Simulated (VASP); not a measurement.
Band structure of WS$_{2}$ (2H layered). Method: r2SCAN+rVV10, VASP's PBE PAW potentials (set 64) (plane waves; VASP).

The path is coarsely sampled, so an indirect gap can come out somewhat too large. Unless said otherwise, spin-orbit coupling is left out, though it shifts the bands of the heavy elements here.

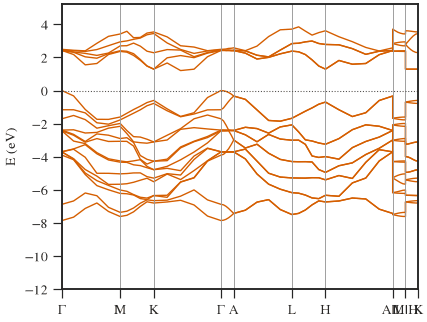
Bands along high-symmetry lines, zero at the valence-band maximum or, without a gap, the Fermi level

Q: Read the plot: is there a gap, and where are the band edges?

A: The gap is indirect, 1.21 eV, from the valence maximum at Γ to the conduction minimum at K-Γ at 0.40.

The compound is WS2 in the 2H layered structure. It was relaxed first.
